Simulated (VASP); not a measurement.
Energy against volume of Mo (bcc). Level of theory: PBEsol GGA, VASP's PBE PAW potentials (set 64) (plane waves; VASP).

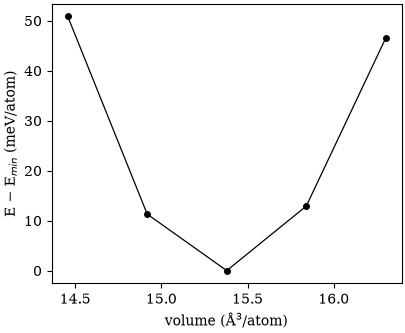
*Energy against volume*

Task: Estimate the equilibrium volume and the bulk modulus.

Result: The minimum lies near 15.4 Å³/atom, and the curvature gives B0 of about 280 GPa.

Measured: bulk modulus 265 GPa at 0 K (computed value off by +6.4 %), as given by Vázquez-Parga, Fernández-Martínez, Viñes, J. Chem. Theory Comput. (2023), doi:10.1021/acs.jctc.3c00612, Supporting … [zero-point energy and finite temperature contributions removed]; a 3.141 Å at 0 K (computed value off by -0.3 %), as given by Daniel Mejia-Rodriguez et al., Physical Review B (2018), arXiv:1807.09216 [static lattice: zero-point anharmonic expansion removed].

The compound is Mo in the bcc structure. It was relaxed first.
